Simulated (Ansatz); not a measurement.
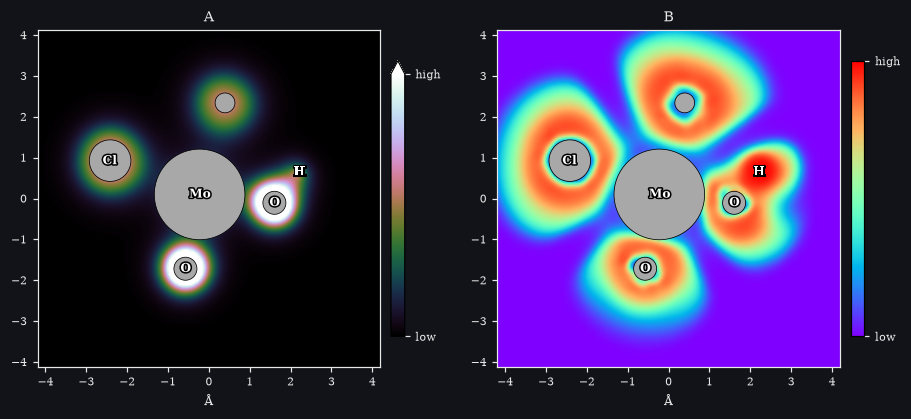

Cl2FH3MoO3 (SMILES [OH][Mo]([OH])([OH])([F])([Cl])[Cl]): 2 fields on the plane of atoms Cl1, Mo4 and O6, with unlabelled colour scales. Grey discs cover the atomic cores.

Geometry: PBE0-D4/def2-SVP; core potentials replace the inner electrons of Mo.

Level of theory: isolated molecule in a Gaussian basis; Kohn-Sham density functional theory, functional PBE0 in Ansatz 0.2.0.

> The panels show electron density and electron localisation function in some order. Assign them.

Panel A: electron density. Panel B: electron localisation function. From the grid: Mo–O (1.84 Å): ρ at the midpoint is about 1.3 e/Å³; the ELF peaks at about 0.85 in the valence shell of O, 0.5 Å from its nucleus, and drops to about 0.30 between the two atoms. Mo–Cl (2.34 Å): ρ at the midpoint is about 0.61 e/Å³; the ELF peaks at about 0.85 in the valence shell of Cl, 0.8 Å from its nucleus, and is about 0.40 at the midpoint.
